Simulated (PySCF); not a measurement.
```xyz
19
charge 0, multiplicity 1
N    -1.4788   -2.2405   -0.5780
Si   -1.3779   -0.8590    0.4744
Si   -2.7458    0.9974    0.0086
C     0.3727   -0.1432    0.4228
C     1.5154   -0.8934    0.1230
C     2.7561   -0.2605    0.1214
C     2.8122    1.0986    0.4204
C     1.6196    1.7678    0.7005
N     0.4329    1.1701    0.6968
H    -1.5188   -2.1122   -1.5833
H    -2.0586   -3.0226   -0.2963
H    -1.6773   -1.3905    1.8429
H    -2.8226    1.9531    1.1546
H    -4.1433    0.5362   -0.2909
H    -2.2465    1.7177   -1.2049
H     1.4142   -1.9565   -0.1105
H     3.6678   -0.8176   -0.1106
H     3.7616    1.6385    0.4298
H     1.6274    2.8397    0.9302
```

Work out the structure from the coordinates.

The molecule is C5H10N2Si2. SMILES: `N[Si@H]([SiH3])c1ccccn1`. Independent rings (smallest set): 1 of 6 members, 1 of them aromatic. Among its groups: Si–H bond, Si–N bond. This geometry has C1 symmetry. Coordination, clear cases only: 2 Si tetrahedral; 5 C trigonal planar; 1 N bent.

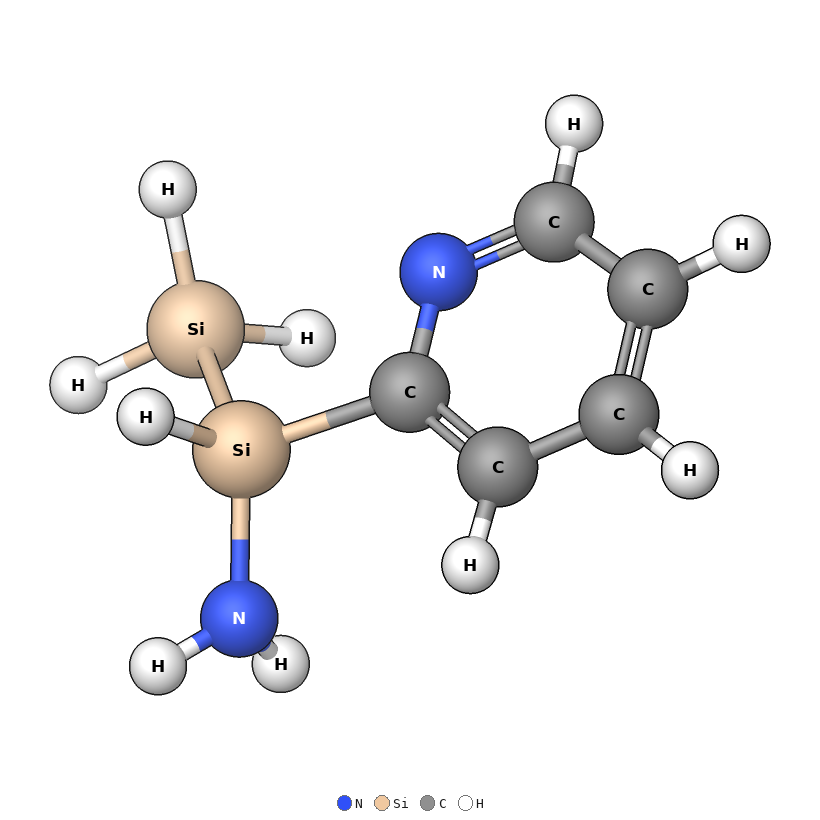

Simulated data, not a measurement (program: PySCF).
